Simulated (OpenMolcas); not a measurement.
**One shape, several levels: triplet C2H4O2Si**

We compute a comparison of 6 runs (UHF/3-21G, UHF/cc-pVDZ, UB3LYP/6-31G*, UB3LYP/cc-pVDZ, UPBE0/cc-pVDZ, ROMP2/cc-pVDZ) of triplet C2H4O2Si. 

The calculation is run with OpenMolcas 26.06.

## (1) The structure to begin with

C2H4O2Si: 9 atoms, total charge 0, spin state triplet. SMILES of the parent species: `C=C1O[SiH2]O1`. The coordinates come from a PBE0-D4/def2-TZVP relaxation. That shape belongs to the parent species and isn't relaxed for this state.

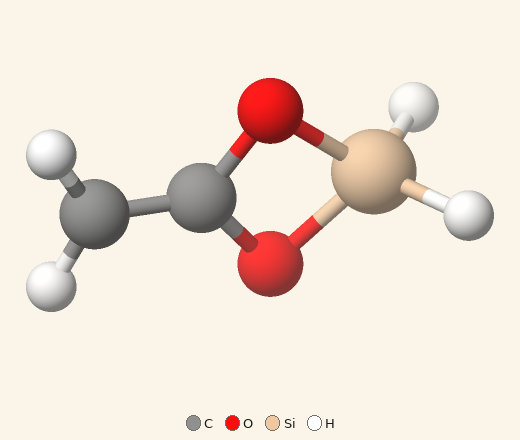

Viewed from a chosen angle; carbon grey, oxygen red, silicon light orange, hydrogen white.

## (2) A single-point energy at UHF/3-21G (run 1)

File calc.inp:

```
>>> EXPORT MOLCAS_PRINT=2
&GATEWAY
BASLIB = $CurrDir
COORD
9
bohr
C      0.99645259     2.56719294    -2.13463463
C      0.29725392     0.72395408    -0.61019257
O     -1.10586773     0.89497429     1.58396844
Si    -0.83147949    -2.24971895     1.84871907
O      0.79689751    -1.82793208    -0.83544792
H      0.45939242     4.48772160    -1.70925728
H      2.10005264     2.14030381    -3.79532595
H     -3.21461311    -3.68421005     1.58888173
H      0.66915202    -3.13977996     4.03059685
BASIS = 3-21G
GROUP = NoSym
&SEWARD
&SCF
UHF
SPIN = 3
THRESHOLDS = 1e-10 1e-07 1e-07 1e-05
PRORBITALS = 1 1
```

The basis set 3-21G is read from a file made from the Basis Set Exchange's data (not shown).

On the command line:

```sh
export MOLCAS_MEM=1860
pymolcas calc.inp > calc.log
```

Output:

```text
--- Start Module: gateway ---
[...]
--- Stop Module: gateway /rc=_RC_ALL_IS_WELL_ ---
--- Start Module: seward ---
[...]
      Basis functions           57
--- Stop Module: seward /rc=_RC_ALL_IS_WELL_ ---
[...]
--- Start Module: scf ---
[...]
       Convergence after  21 Iterations
[...]
::    Total SCF energy                               -513.7803685374
[...]
      Total spin, S                                     1.0065622147
[...]
      Total electronic charge=   46.000000
      Total            charge=   -0.000000
[...]
      Dipole Moment (debye):
      Origin of the operator (angstrom)=   -0.0762   -0.2319    0.1856
                   X= -3.6456E-01               Y= -9.5895E-01               Z=  7.9259E-01           Total=  1.2964E+00
      Quadrupole Moment (debye*angstrom):
[...]
--- Stop Module: scf /rc=_RC_ALL_IS_WELL_ ---
[...]
```

Wall time 4.5 s (1 thread of AMD EPYC 7R43 (Zen 3), shared host); peak memory 0.39 GiB.

## (3) A single-point energy at UHF/cc-pVDZ (run 2)

File job.inp:

```
>>> EXPORT MOLCAS_PRINT=2

&GATEWAY
 BasLib=$CurrDir
 Coord
 9
 angstrom
 C        0.527300       1.358500      -1.129600
 C        0.157300       0.383100      -0.322900
 O       -0.585200       0.473600       0.838200
 Si      -0.440000      -1.190500       0.978300
 O        0.421700      -0.967300      -0.442100
 H        0.243100       2.374800      -0.904500
 H        1.111300       1.132600      -2.008400
 H       -1.701100      -1.949600       0.840800
 H        0.354100      -1.661500       2.132900
 Basis=cc-pVDZ
 Group=NoSym

&SEWARD

&SCF
 UHF
 Spin=3
 Thresholds=1e-10 1e-07 1e-07 1e-05
 PrOrbitals=1
```

The basis set cc-pVDZ is read from a file made from the Basis Set Exchange's data (not shown).

On the command line:

```sh
export MOLCAS_MEM=1860
pymolcas job.inp > job.log
```

Output:

```text
--- Start Module: gateway ---
[...]
--- Stop Module: gateway /rc=_RC_ALL_IS_WELL_ ---
--- Start Module: seward ---
[...]
      Basis functions           94
--- Stop Module: seward /rc=_RC_ALL_IS_WELL_ ---
[...]
--- Start Module: scf ---
[...]
       Convergence after  24 Iterations
[...]
::    Total SCF energy                               -516.5529769078
[...]
      Total spin, S                                     1.0074764234
[...]
      Total electronic charge=   46.000000
      Total            charge=   -0.000000
[...]
      Dipole Moment (debye):
      Origin of the operator (angstrom)=   -0.0762   -0.2319    0.1856
                   X=  2.0769E+00               Y=  5.4730E+00               Z= -4.5259E+00           Total=  7.3994E+00
      Quadrupole Moment (debye*angstrom):
[...]
--- Stop Module: scf /rc=_RC_ALL_IS_WELL_ ---
[...]
```

It took 16 s on 1 thread of AMD EPYC 7R43 (Zen 3), shared host; peak memory 0.51 GiB.

## (4) A single-point energy at UB3LYP/6-31G(d) (Cartesian functions) (run 3)

File job.inp:

```
>>> EXPORT MOLCAS_PRINT=2

&GATEWAY
  BasLib
  $CurrDir
  Coord
  9
  angstrom
  C        0.527300       1.358500      -1.129600
  C        0.157300       0.383100      -0.322900
  O       -0.585200       0.473600       0.838200
  Si      -0.440000      -1.190500       0.978300
  O        0.421700      -0.967300      -0.442100
  H        0.243100       2.374800      -0.904500
  H        1.111300       1.132600      -2.008400
  H       -1.701100      -1.949600       0.840800
  H        0.354100      -1.661500       2.132900
  Basis
  6-31Gs
  Group
  NoSym

&SEWARD
  GridInput
  Grid=UltraFine
  End of Grid

&SCF
  UHF
  Spin
  3
  KSDFT
  B3LYP
  Thresholds
  1e-10 1e-07 1e-07 1e-05
  PrOrbitals
  1 1
```

The basis set 6-31G* is read from a file made from the Basis Set Exchange's data (not shown).

On the command line:

```sh
export MOLCAS_MEM=1860
pymolcas job.inp > job.log
```

Output:

```text
--- Start Module: gateway ---
[...]
--- Stop Module: gateway /rc=_RC_ALL_IS_WELL_ ---
--- Start Module: seward ---
[...]
      Basis functions           87
--- Stop Module: seward /rc=_RC_ALL_IS_WELL_ ---
[...]
--- Start Module: scf ---
[...]
       Convergence after  31 Iterations
[...]
::    Total KS-DFT energy                            -518.3940328184
[...]
      Total spin, S                                     1.0024272575
[...]
      Total electronic charge=   46.000000
      Total            charge=   -0.000000
[...]
      Dipole Moment (debye):
      Origin of the operator (angstrom)=   -0.0762   -0.2319    0.1856
                   X=  1.4482E+00               Y=  3.8165E+00               Z= -3.1561E+00           Total=  5.1598E+00
      Quadrupole Moment (debye*angstrom):
[...]
--- Stop Module: scf /rc=_RC_ALL_IS_WELL_ ---
[...]
```

Run time: 91 s. Hardware: 1 thread of AMD EPYC 7R43 (Zen 3), shared host; peak memory 0.48 GiB.

Runs 4 to 5 aren't shown in full; the table further down has their settings and results.

## (5) The energy at ROMP2/cc-pVDZ (run 6)

File test.input:

```
&GATEWAY
BasLib
$CurrDir
BasisSet
C.cc-pVDZ....
C1 0.527300 1.358500 -1.129600 angstrom
C2 0.157300 0.383100 -0.322900 angstrom
End of Basis
BasisSet
O.cc-pVDZ....
O3 -0.585200 0.473600 0.838200 angstrom
O5 0.421700 -0.967300 -0.442100 angstrom
End of Basis
BasisSet
Si.cc-pVDZ....
Si4 -0.440000 -1.190500 0.978300 angstrom
End of Basis
BasisSet
H.cc-pVDZ....
H6 0.243100 2.374800 -0.904500 angstrom
H7 1.111300 1.132600 -2.008400 angstrom
H8 -1.701100 -1.949600 0.840800 angstrom
H9 0.354100 -1.661500 2.132900 angstrom
End of Basis
&SEWARD
&SCF
UHF
Spin
3
Thresholds
1e-10 1e-07 1e-07 1e-05
PrOrbitals
1 1
&RASSCF
FileOrb
$Project.UnaOrb
Spin
3
Nactel
2 0 0
Inactive
22
Ras2
2
OutOrbitals
Canonical
OrbListing
Nothing
&CASPT2
IPEA
0.0
Frozen
9
```

The basis set cc-pVDZ is read from a file made from the Basis Set Exchange's data (not shown).

On the command line:

```sh
export MOLCAS_MEM=1860
pymolcas test.input > test.log
```

Output:

```text
--- Start Module: gateway ---
[...]
--- Stop Module: gateway /rc=_RC_ALL_IS_WELL_ ---
[...]
      Basis functions           94
[...]
       Convergence after  24 Iterations
[...]
::    Total SCF energy                               -516.5529769078
[...]
      Total spin, S                                     1.0074764234
[...]
--- Start Module: rasscf ---
[...]
      Number of active orbitals                  2
[...]
      Spin quantum number                      1.0
[...]
      Active orbitals                            2
[...]
      Number of CSFs                             1
[...]
      Number of root(s) required                 1
[...]
      Convergence after 10 iterations
[...]
      printout of CI-coefficients larger than  0.05 for root  1
      energy=    -516.546559
      conf/sym  11     Coeff  Weight
             1  uu   1.00000 1.00000
      Natural orbitals and occupation numbers for root  1
      sym 1:   1.000000   1.000000
      ************************************************************************************************************************
      *                                                    Final results                                                     *
[...]
::    RASSCF root number  1 Total energy:   -516.54655850
[...]
      Total electronic charge=   46.000000
      Total            charge=   -0.000000
[...]
      Dipole Moment (debye):
      Origin of the operator (angstrom)=   -0.0762   -0.2319    0.1856
                   X=  2.1023E+00               Y=  5.5398E+00               Z= -4.5812E+00           Total=  7.4898E+00
      Quadrupole Moment (debye*angstrom):
[...]
--- Stop Module: rasscf /rc=_RC_ALL_IS_WELL_ ---
[...]
--- Start Module: caspt2 ---
[...]
 ###    WARNING: User changed nr of frozen orbitals.                         ###
 ###############################################################################
[...]
      E2 (Variational):          -0.7236326403
      Total energy:            -517.2701911440
[...]
      Reference weight:           0.80361
[...]
::    CASPT2 Root  1     Total energy:   -517.27019114
[...]
--- Stop Module: caspt2 /rc=_RC_ALL_IS_WELL_ ---
[...]
```

Run time: 26 s. Hardware: 1 thread of AMD EPYC 7R43 (Zen 3), shared host; peak memory 0.52 GiB.

## (6) All runs side by side

| run | level | Cartesian functions | integration grid | energy (Eh) | dipole moment (D) | HOMO energy (eV) | ⟨S²⟩ | wall time |
| --- | --- | --- | --- | --- | --- | --- | --- | --- |
| 1 | UHF/3-21G | no | – | -513.780369 | 1.30 | -5.46 | 2.020 | 4.5 s |
| 2 | UHF/cc-pVDZ | no | – | -516.552977 | 7.40 | -3.27 | 2.022 | 16 s |
| 3 | UB3LYP/6-31G* (Cartesian functions) | yes | UltraFine | -518.394033 | 5.16 | -1.74 | 2.007 | 91 s |
| 4 | UB3LYP/cc-pVDZ | no | UltraFine | -518.414197 | 1.21 | -1.75 | 2.005 | 2.4 min |
| 5 | UPBE0/cc-pVDZ | no | UltraFine | -518.021309 | 5.14 | -1.95 | 2.010 | 2.3 min |
| 6 | ROMP2/cc-pVDZ | no | – | -517.270191 | – | – | – | 26 s |

## (7) What came out

| quantity | value |
| --- | --- |
| run 6: total energy | -517.27019 Eh |

In words: Over runs 1, 2, 3, 4, 5 the dipole moment (its size) runs from 1.21 D (UB3LYP/cc-pVDZ) to 7.40 D (UHF/cc-pVDZ). So wide a spread suggests that the runs ended on unlike SCF solutions, not only an effect of the method. Totals of different functionals can't be ranked against each other. All runs together took 6.9 min, the longest 2.4 min.
